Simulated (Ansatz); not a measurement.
# HfBrF₃: an energy map over bond length F1–Hf2 and bond length Hf2–F3

A grid of calculations on BrF₃Hf, SMILES [F][Hf]([F])([F])[Br], to see where the energy is lowest and how it rises around there.

Method: RKS PBE0-D4/def2-TZVP; program: Ansatz 0.2.0.

## Step 1: Starting geometry

SMILES `[F][Hf]([F])([F])[Br]`, 5 atoms, charge 0, spin multiplicity 1.

Atoms are counted from 1 here; the program's logs count them from 0.

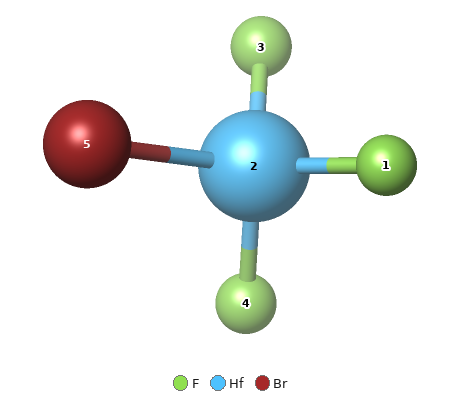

Start geometry, drawn with fluorine green, hafnium blue, bromine red; atoms are numbered from 1 in the order of the file.

Coordinates:

```mol
BrF3Hf
  3D, bonds by distance, orders not assigned

  5  4  0  0  0  0  0  0  0  0999 V2000
   -0.6800   -0.5070    1.7289 F   0  0
    0.0169   -0.0872    0.0021 Hf  0  0
    1.8466   -0.6265   -0.0746 F   0  0
   -0.9716   -1.0536   -1.3144 F   0  0
   -0.1713    2.3763   -0.4217 Br  0  0
  1  2  8  0
  2  3  8  0
  2  4  8  0
  2  5  8  0
M  END
```

This geometry comes from a loose relaxation at PBE in a small basis, which is not shown.

## Step 2: The minimum at this level

input.yaml reads:

```yaml
crystal:
  periodic: [false, false, false]
  atoms:
    - { symbol: F, position_ang: [-0.680044, -0.50704, 1.728913] }
    - { symbol: Hf, position_ang: [0.016887, -0.08718, 0.002149] }
    - { symbol: F, position_ang: [1.84659, -0.626478, -0.074647] }
    - { symbol: F, position_ang: [-0.971586, -1.053558, -1.314375] }
    - { symbol: Br, position_ang: [-0.171297, 2.376285, -0.421711] }
basis:
  gaussian: { orbitals: def2-TZVP }
hamiltonian:
  xc: pbe0
  dispersion: d4
output:
  forces: true
relax:
  f_tol: 0.003
  max_steps: 120
```

Launch:

```bash
$ ansatz run input.yaml --threads 1 --pin off --max-ram 2560MiB --backend cpu --events-out ev --progress --plain --runs-dir out
```

What it wrote:

```text
Warning: RAYON_NUM_THREADS=1 ignored (pool sized by the plan → 1); use --threads N
The last accepted step is kept in <dir> (removed where the run ends without a failure and the disk answers)
Engine: ansatz 0.2.0, aarch64-unknown-linux-gnu
Functional definition: PBE0
  parameter a = 0.25
  parameter kappa = 0.804
  parameter beta = 0.06672455060314922
  exchange = (1 - a)*pbe_x(kappa = kappa, mu = beta*pi^2/3) + a*exact_x
  correlation = pbe_c(beta = beta)
1274 factors; their error is unknown
mean field evaluation 1: about -79493.6197 eV, gradient 6.5e1 eV
mean field evaluation 2: about -79462.9028 eV, gradient 1.6e2 eV
mean field evaluation 4: about -79499.9582 eV, gradient 3.5e0 eV
mean field evaluation 8: about -79500.4714 eV, gradient 4.1e-1 eV
mean field evaluation 16: about -79500.4716 eV, gradient 6.6e-5 eV
mean field -79500.47157681 eV, -2921.5884430926 hartree, gradient 6.6e-5 eV, S^2 0.000000; 0 other end points of the search recorded, 0 dependent functions left out
the calculation of the forces begins
reference -79500.47161170 eV, -2921.5884443747 hartree; 37, 37 occupied and 144, 144 virtual orbitals, 1274 factors
relax step   1: F+E_penalty+E_count = -79500.55879022 eV  Δ(F+E_penalty+E_count) = +0.000e0 eV  max|allowed force component| = 5.556e-1 eV/Å  Δτ_max = 0.0000 Å  (27 SCF iters, accepted)
these checks for a lower state are left out or cut short: starts, cluster_reference, orbital_swaps, neighbouring_geometries, increment
1274 factors; their error is unknown
mean field -79500.48599779 eV, -2921.5889730541 hartree, gradient 8.5e-6 eV, S^2 0.000000; 0 other end points of the search recorded, 0 dependent functions left out
the calculation of the forces begins
reference -79500.48603258 eV, -2921.5889743325 hartree; 37, 37 occupied and 144, 144 virtual orbitals, 1274 factors
relax step   2: F+E_penalty+E_count = -79500.57432250 eV  Δ(F+E_penalty+E_count) = -1.553e-2 eV  max|allowed force component| = 2.776e-1 eV/Å  Δτ_max = 0.0270 Å  (30 SCF iters, accepted)
these checks for a lower state are left out or cut short: starts, cluster_reference, orbital_swaps, neighbouring_geometries, increment
1274 factors; their error is unknown
mean field -79500.48912417 eV, -2921.5890879465 hartree, gradient 1.4e-5 eV, S^2 0.000000; 0 other end points of the search recorded, 0 dependent functions left out
the calculation of the forces begins
reference -79500.48915898 eV, -2921.5890892256 hartree; 37, 37 occupied and 144, 144 virtual orbitals, 1274 factors
relax step   3: F+E_penalty+E_count = -79500.57711107 eV  Δ(F+E_penalty+E_count) = -2.789e-3 eV  max|allowed force component| = 1.856e-2 eV/Å  Δτ_max = 0.0155 Å  (30 SCF iters, accepted)
these checks for a lower state are left out or cut short: starts, cluster_reference, orbital_swaps, neighbouring_geometries, increment
1274 factors; their error is unknown
mean field evaluation 32: about -79500.0073 eV, gradient 1.3e-3 eV
mean field -79500.48922879 eV, -2921.5890917909 hartree, gradient 1.3e-5 eV, S^2 0.000000; 0 other end points of the search recorded, 0 dependent functions left out
the calculation of the forces begins
reference -79500.48926359 eV, -2921.5890930699 hartree; 37, 37 occupied and 144, 144 virtual orbitals, 1274 factors
relax step   4: F+E_penalty+E_count = -79500.57716997 eV  Δ(F+E_penalty+E_count) = -5.891e-5 eV  max|allowed force component| = 3.925e-3 eV/Å  Δτ_max = 0.0033 Å  (32 SCF iters, accepted)
these checks for a lower state are left out or cut short: starts, cluster_reference, orbital_swaps, neighbouring_geometries, increment
1274 factors; their error is unknown
mean field -79500.48922930 eV, -2921.5890918097 hartree, gradient 1.3e-5 eV, S^2 0.000000; 0 other end points of the search recorded, 0 dependent functions left out
the calculation of the forces begins
reference -79500.48926410 eV, -2921.5890930888 hartree; 37, 37 occupied and 144, 144 virtual orbitals, 1274 factors
relax step   5: F+E_penalty+E_count = -79500.57717065 eV  Δ(F+E_penalty+E_count) = -6.709e-7 eV  max|allowed force component| = 4.115e-4 eV/Å  Δτ_max = 0.0002 Å  (33 SCF iters, accepted)
1274 factors; their error is unknown
mean field evaluation 64: about -79500.4892 eV, gradient 2.0e-3 eV
mean field -79500.48922930 eV, -2921.5890918097 hartree, gradient 1.3e-5 eV, S^2 0.000000; 1 other end points of the search recorded, 0 dependent functions left out
the calculation of the forces begins
reference -79500.48926410 eV, -2921.5890930888 hartree; 37, 37 occupied and 144, 144 virtual orbitals, 1274 factors
Total energy: -79500.57720545 eV, -2921.5923248736 hartree
Atom 0 at    -0.671366    -0.508146     1.710338 Å, force    -0.000052    -0.000076     0.000156 eV/Å
Atom 1 at     0.016041    -0.084247     0.002140 Å, force     0.000010     0.000411    -0.000093 eV/Å
Atom 2 at     1.824705    -0.625760    -0.073355 Å, force     0.000085    -0.000072    -0.000001 eV/Å
Atom 3 at    -0.958622    -1.048224    -1.298236 Å, force    -0.000054    -0.000105    -0.000087 eV/Å
Atom 4 at    -0.170208     2.368405    -0.420558 Å, force     0.000010    -0.000158     0.000025 eV/Å
Dipole moment:    -0.001293     0.016602    -0.002788 e Å
```

Wall time 71 s (1 thread of Arm Neoverse V2, shared host); peak memory 0.45 GiB.

The steps of the relaxation:

| step | energy from step 1 (eV) | largest force component (eV/Å) |
| --- | --- | --- |
| 1 | 0.0000 | 0.5556 |
| 2 | -0.0155 | 0.2776 |
| 3 | -0.0183 | 0.0186 |
| 4 | -0.0184 | 0.0039 |
| 5 | -0.0184 | 0.0004 |

Close pairs (by a distance rule), those that changed most:

```
   bond  before (Å)  after (Å)  change (Å)
 Hf2–F3       1.909      1.889      -0.020
 Hf2–F4       1.909      1.889      -0.019
 F1–Hf2       1.909      1.889      -0.019
Hf2–Br5       2.507      2.496      -0.011
```

## Step 3: The grid

The axes are (1) bond length F1–Hf2: 11 values from 1.549 to 2.834 Å; (2) bond length Hf2–F3: 11 values from 1.625 to 2.645 Å.

Nothing else is relaxed (all other coordinates rigid). Energies count from the relaxed molecule at the same level. Points are written as (first, second).

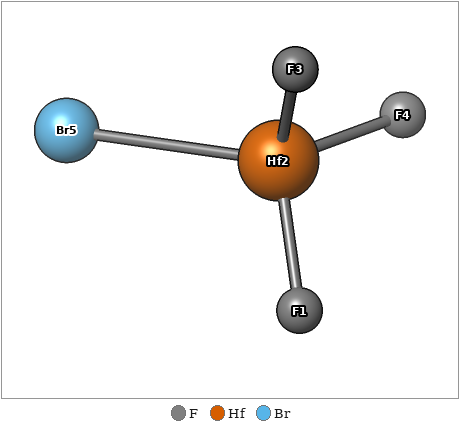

The geometry at (1.678 Å, 1.727 Å).

Of the runs on the grid, 3 are shown in the steps below; the others differ only in the two coordinates.

## Step 4: Point (1.935 Å, 1.931 Å)

input.yaml reads:

```yaml
crystal:
  periodic: [false, false, false]
  atoms:
    - { symbol: F, position_ang: [-0.671366, -0.508146, 1.710338] }
    - { symbol: Hf, position_ang: [0.032599, -0.074036, -0.039007] }
    - { symbol: F, position_ang: [1.88099, -0.627443, -0.11616] }
    - { symbol: F, position_ang: [-0.942064, -1.038013, -1.339382] }
    - { symbol: Br, position_ang: [-0.15365, 2.378616, -0.461704] }
basis:
  gaussian: { orbitals: def2-TZVP }
hamiltonian:
  xc: pbe0
  dispersion: d4
output:
  forces: true
```

Launch:

```bash
$ ansatz run input.yaml --threads 1 --pin off --max-ram 2560MiB --backend cpu --events-out ev --progress --plain --runs-dir out
```

What it wrote (excerpt; [...] marks lines left out):

```text
Warning: RAYON_NUM_THREADS=1 ignored (pool sized by the plan → 1); use --threads N
[...]
Functional definition: PBE0
[...]
1274 factors; their error is unknown
[...]
mean field -79500.43864127 eV, -2921.5872327341 hartree, gradient 3.4e-5 eV, S^2 0.000000; 0 other end points of the search recorded, 0 dependent functions left out
[...]
reference -79500.43867615 eV, -2921.5872340156 hartree; 37, 37 occupied and 144, 144 virtual orbitals, 1274 factors
Total energy: -79500.52569029 eV, -2921.5904317265 hartree
Atom 0 at    -0.671366    -0.508146     1.710338 Å, force     0.413052     0.274293    -1.072819 eV/Å
Atom 1 at     0.032599    -0.074036    -0.039007 Å, force     0.575696    -0.588775     0.966393 eV/Å
Atom 2 at     1.880990    -0.627443    -0.116160 Å, force    -1.049982     0.323542     0.024490 eV/Å
Atom 3 at    -0.942064    -1.038013    -1.339382 Å, force     0.061813     0.083556     0.078371 eV/Å
Atom 4 at    -0.153650     2.378616    -0.461704 Å, force    -0.000579    -0.092616     0.003566 eV/Å
Dipole moment:    -0.030850     0.060873    -0.053856 e Å
```

Run time: 11 s. Hardware: 1 thread of Arm Neoverse V2, shared host; peak memory 0.44 GiB.

That is 0.05 eV from the zero.

## Step 5: The run at (1.678 Å, 1.727 Å)

input.yaml reads:

```yaml
crystal:
  periodic: [false, false, false]
  atoms:
    - { symbol: F, position_ang: [-0.671366, -0.508146, 1.710338] }
    - { symbol: Hf, position_ang: [-0.060899, -0.131693, 0.193335] }
    - { symbol: F, position_ang: [1.592219, -0.626636, 0.124333] }
    - { symbol: F, position_ang: [-1.035562, -1.09567, -1.10704] }
    - { symbol: Br, position_ang: [-0.247148, 2.320959, -0.229362] }
basis:
  gaussian: { orbitals: def2-TZVP }
hamiltonian:
  xc: pbe0
  dispersion: d4
output:
  forces: true
```

Launch:

```bash
$ ansatz run input.yaml --threads 1 --pin off --max-ram 2560MiB --backend cpu --events-out ev --progress --plain --runs-dir out
```

What it wrote (excerpt; [...] marks lines left out):

```text
Warning: RAYON_NUM_THREADS=1 ignored (pool sized by the plan → 1); use --threads N
[...]
Functional definition: PBE0
[...]
1274 factors; their error is unknown
[...]
mean field -79499.03484867 eV, -2921.5356443072 hartree, gradient 1.2e-5 eV, S^2 0.000000; 0 other end points of the search recorded, 0 dependent functions left out
[...]
reference -79499.03488193 eV, -2921.5356455297 hartree; 37, 37 occupied and 144, 144 virtual orbitals, 1274 factors
Total energy: -79499.12679778 eV, -2921.5390233750 hartree
Atom 0 at    -0.671366    -0.508146     1.710338 Å, force    -3.708823    -2.424354     9.531689 eV/Å
Atom 1 at    -0.060899    -0.131693     0.193335 Å, force    -2.943578     4.592717    -9.022735 eV/Å
Atom 2 at     1.592219    -0.626636     0.124333 Å, force     6.990456    -2.164814    -0.134871 eV/Å
Atom 3 at    -1.035562    -1.095670    -1.107040 Å, force    -0.334645    -0.442142    -0.380538 eV/Å
Atom 4 at    -0.247148     2.320959    -0.229362 Å, force    -0.003410     0.438593     0.006455 eV/Å
Dipole moment:     0.104016    -0.183205     0.249738 e Å
```

Run time: 11 s. Hardware: 1 thread of Arm Neoverse V2, shared host; peak memory 0.45 GiB.

That is 1.45 eV from the zero.

## Step 6: The run at (1.806 Å, 1.829 Å)

input.yaml reads:

```yaml
crystal:
  periodic: [false, false, false]
  atoms:
    - { symbol: F, position_ang: [-0.671366, -0.508146, 1.710338] }
    - { symbol: Hf, position_ang: [-0.014332, -0.102977, 0.077616] }
    - { symbol: F, position_ang: [1.736422, -0.627152, 0.004539] }
    - { symbol: F, position_ang: [-0.988995, -1.066954, -1.222759] }
    - { symbol: Br, position_ang: [-0.200581, 2.349675, -0.345081] }
basis:
  gaussian: { orbitals: def2-TZVP }
hamiltonian:
  xc: pbe0
  dispersion: d4
output:
  forces: true
```

Launch:

```bash
$ ansatz run input.yaml --threads 1 --pin off --max-ram 2560MiB --backend cpu --events-out ev --progress --plain --runs-dir out
```

What it wrote (excerpt; [...] marks lines left out):

```text
Warning: RAYON_NUM_THREADS=1 ignored (pool sized by the plan → 1); use --threads N
[...]
Functional definition: PBE0
[...]
1274 factors; their error is unknown
[...]
mean field -79500.31191953 eV, -2921.5825757960 hartree, gradient 2.0e-5 eV, S^2 0.000000; 0 other end points of the search recorded, 0 dependent functions left out
[...]
reference -79500.31195400 eV, -2921.5825770628 hartree; 37, 37 occupied and 144, 144 virtual orbitals, 1274 factors
Total energy: -79500.40143109 eV, -2921.5858652850 hartree
Atom 0 at    -0.671366    -0.508146     1.710338 Å, force    -1.045889    -0.684181     2.688245 eV/Å
Atom 1 at    -0.014332    -0.102977     0.077616 Å, force    -0.837325     1.298570    -2.515819 eV/Å
Atom 2 at     1.736422    -0.627152     0.004539 Å, force     2.004474    -0.622287    -0.036935 eV/Å
Atom 3 at    -0.988995    -1.066954    -1.222759 Å, force    -0.118156    -0.153178    -0.135118 eV/Å
Atom 4 at    -0.200581     2.349675    -0.345081 Å, force    -0.003103     0.161075    -0.000374 eV/Å
Dipole moment:     0.035116    -0.058042     0.093822 e Å
```

It took 11 s on 1 thread of Arm Neoverse V2, shared host; peak memory 0.44 GiB.

That is 0.18 eV from the zero.

## Step 7: All points together

121 points were computed. Energies in eV, from the relaxed molecule at the same level:

| bond length Hf2–F3 (Å) ↓, bond length F1–Hf2 (Å) → | 1.549 | 1.678 | 1.806 | 1.935 | 2.063 | 2.192 | 2.320 | 2.449 | 2.577 | 2.706 | 2.834 |
| --- | --- | --- | --- | --- | --- | --- | --- | --- | --- | --- | --- |
| 2.645 | 5.39 | 3.46 | 2.79 | 2.80 | 3.16 | 3.71 | 4.31 | 4.94 | 5.53 | 6.10 | 6.62 |
| 2.543 | 5.00 | 3.05 | 2.37 | 2.37 | 2.73 | 3.27 | 3.87 | 4.48 | 5.08 | 5.64 | 6.15 |
| 2.441 | 4.59 | 2.63 | 1.94 | 1.93 | 2.28 | 2.81 | 3.41 | 4.01 | 4.60 | 5.16 | 5.67 |
| 2.339 | 4.17 | 2.20 | 1.49 | 1.47 | 1.82 | 2.34 | 2.93 | 3.53 | 4.11 | 4.66 | 5.17 |
| 2.237 | 3.76 | 1.77 | 1.05 | 1.02 | 1.36 | 1.87 | 2.46 | 3.05 | 3.62 | 4.17 | 4.68 |
| 2.135 | 3.39 | 1.38 | 0.65 | 0.61 | 0.93 | 1.44 | 2.01 | 2.60 | 3.17 | 3.71 | 4.21 |
| 2.033 | 3.10 | 1.07 | 0.32 | 0.26 | 0.57 | 1.07 | 1.63 | 2.21 | 2.77 | 3.31 | 3.80 |
| 1.931 | 2.96 | 0.90 | 0.13 | 0.05 | 0.35 | 0.83 | 1.38 | 1.96 | 2.51 | 3.04 | 3.53 |
| 1.829 | 3.06 | 0.98 | 0.18 | 0.08 | 0.36 | 0.82 | 1.37 | 1.93 | 2.47 | 2.99 | 3.48 |
| 1.727 | 3.57 | 1.45 | 0.62 | 0.50 | 0.76 | 1.21 | 1.74 | 2.29 | 2.82 | 3.33 | 3.81 |
| 1.625 | 4.73 | 2.57 | 1.70 | 1.55 | 1.79 | 2.22 | 2.73 | 3.27 | 3.79 | 4.29 | 4.77 |

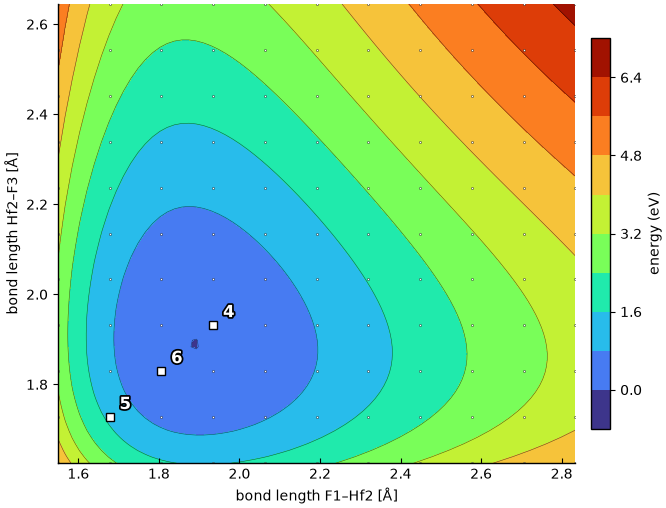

The map; numbers mark the steps of this session that print a point's run. The picture shows filled contours, dots at the grid points. Between grid points the surface is interpolated.

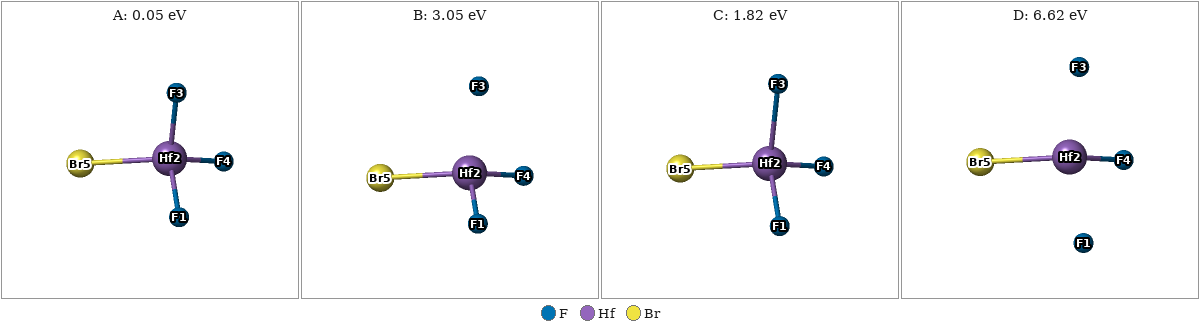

Structures on the grid, at one scale: A at (1.935 Å, 1.931 Å); B at (1.678 Å, 2.543 Å); C at (2.063 Å, 2.339 Å); D at (2.834 Å, 2.645 Å).

The dipole moment (D) at each point:

```
bond length Hf2–F3 (Å) ↓, bond length F1–Hf2 (Å) →  1.549  1.678  1.806  1.935  2.063  2.192  2.320  2.449  2.577  2.706  2.834
                                             2.645   5.12   4.65   4.34   4.18   4.16   4.27   4.48   4.76   5.08   5.44   5.80
                                             2.543   4.66   4.16   3.83   3.68   3.68   3.83   4.09   4.42   4.79   5.18   5.58
                                             2.441   4.21   3.67   3.32   3.16   3.20   3.39   3.70   4.09   4.51   4.95   5.38
                                             2.339   3.77   3.17   2.78   2.63   2.70   2.96   3.34   3.79   4.26   4.74   5.22
                                             2.237   3.34   2.67   2.23   2.08   2.21   2.55   3.01   3.52   4.05   4.58   5.09
                                             2.135   2.94   2.19   1.67   1.51   1.73   2.19   2.74   3.33   3.90   4.47   5.01
                                             2.033   2.60   1.76   1.12   0.94   1.32   1.93   2.57   3.21   3.83   4.43   5.00
                                             1.931   2.36   1.44   0.62   0.42   1.10   1.83   2.53   3.20   3.85   4.47   5.05
                                             1.829   2.27   1.35   0.56   0.51   1.21   1.93   2.64   3.32   3.96   4.59   5.18
                                             1.727   2.37   1.57   1.06   1.12   1.61   2.25   2.90   3.55   4.18   4.80   5.38
                                             1.625   2.66   2.03   1.73   1.81   2.19   2.72   3.30   3.91   4.50   5.10   5.67
```

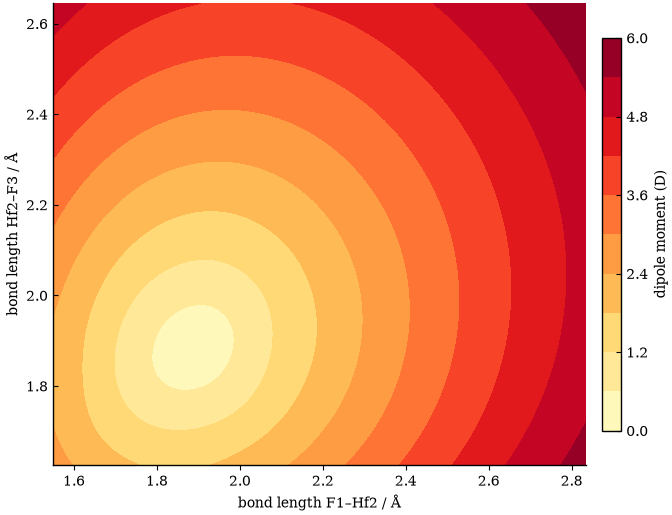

The dipole moment over the grid. In the figure: filled contours. Between grid points the surface is interpolated.

## Step 8: Results

```
               quantity                                                                               value
           lowest point                                                         (1.935 Å, 1.931 Å), 0.05 eV
 highest computed point                                        (2.834 Å, 2.645 Å), 6.57 eV above the lowest
      dipole moment (D)  0.42 at (1.935 Å, 1.931 Å) to 5.80 at (2.834 Å, 2.645 Å); 0.42 at the lowest point
time for the whole task                                                     24 min on 1 thread, shared host
```

**Reading.** The lowest computed point is at (1.935 Å, 1.931 Å), 0.05 eV from the relaxed molecule at the same level. No other kind of well shows on this grid. The highest computed point, (2.834 Å, 2.645 Å), lies 6.57 eV above the lowest. Round the minimum the two coordinates are nearly uncoupled.
